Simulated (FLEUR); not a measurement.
Band structure of Hf5Sc (P-62m, 6 atoms in the cell).

```yaml
crystal:
  lattice:
    - [5.56147, 0.00000, 0.00000]
    - [-2.78073, 4.81637, 0.00000]
    - [0.00000, 0.00000, 5.02450]
  atoms:
    - { symbol: Hf, position: [0.66053, 0.00000, 0.00000] }
    - { symbol: Hf, position: [0.33947, 0.33947, 0.00000] }
    - { symbol: Hf, position: [0.00000, 0.66053, 0.00000] }
    - { symbol: Hf, position: [0.33333, 0.66667, 0.50000] }
    - { symbol: Hf, position: [0.66667, 0.33333, 0.50000] }
    - { symbol: Sc, position: [0.00000, 0.00000, 0.50000] }
```

Method: PBEsol, all-electron FLAPW (FLEUR), scalar-relativistic valence.

Settings: Kmax = 3.8 1/bohr; GmaxXC = 15.2 1/bohr; xcFunctional = PBEs; jspins = 1; l_soc = F; mode = hist; fermiSmearingEnergy = 0.00367493 Htr; mesh (inpgen div1-3) = 5 5 5; inpgen gamma flag = false; Gmax = 15.2 1/bohr; numbands = 0; maxIterBroyd = 15; imix = Anderson; alpha = 0.05.

The starting cell comes from a database of computed structures (which also holds hypothetical and non-ambient phases and stackings), without a prior relaxation at this level. Spin-orbit coupling is off. Values depend on the basis (sphere radii, cutoffs, local orbitals), which need not be converged.

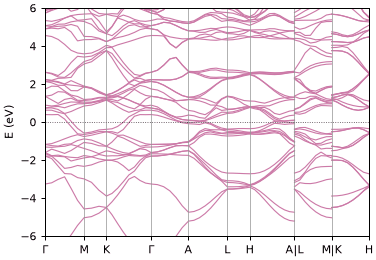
*Bands along the path, energies from the Fermi level.*

Levels in eV from the Fermi level, bands 68 to 75:
```csv
point,68,69,70,71,72,73,74,75
Γ,-1.18,-1.18,0.39,0.62,0.73,0.73,0.88,1.35
M,-0.89,-0.77,-0.66,-0.59,0.84,0.95,0.98,1.04
K,-1.28,-0.51,-0.51,-0.39,1.15,1.17,1.17,1.25
A,-1.04,-1.04,-0.09,-0.02,0.09,0.09,0.36,0.61
L,-0.56,-0.49,-0.40,-0.38,0.45,0.50,0.64,0.67
H,-0.61,-0.55,-0.55,-0.35,0.76,0.76,0.79,0.80
```
